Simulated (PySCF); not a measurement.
Si(H)(Me)2(SeH), C₂H₈SeSi, SMILES C[SiH](C)[SeH], PBE0/def2-SVP optimised geometry. Atoms within 1.6 Å of the plane z = 0.0 Å (x, y, z in Å): Si1 (-0.25, -0.64, 0.00), C2 (1.63, -0.64, 0.00), C3 (-0.92, 1.11, 0.00), H5 (-0.77, -1.40, 1.18), H6 (2.02, -0.12, -0.89), H7 (2.02, -1.67, 0.00), H8 (2.02, -0.11, 0.89), H9 (-2.02, 1.11, 0.00), H10 (-0.59, 1.67, -0.89), H11 (-0.58, 1.66, 0.89).

Calculation: PBE0/def2-TZVP in PySCF 2.14.0. Cells within 0.4 Å of a nucleus heavier than hydrogen are left out (blank, or x).

Map of the electrostatic potential (hartree/e), clipped to [-0.08, 0.12] on the plane z = 0.0 Å:

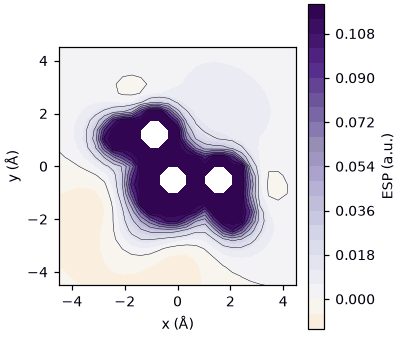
Fig. 1. Electrostatic potential (hartree/e), clipped to [-0.08, 0.12] on the plane z = 0.0 Å.
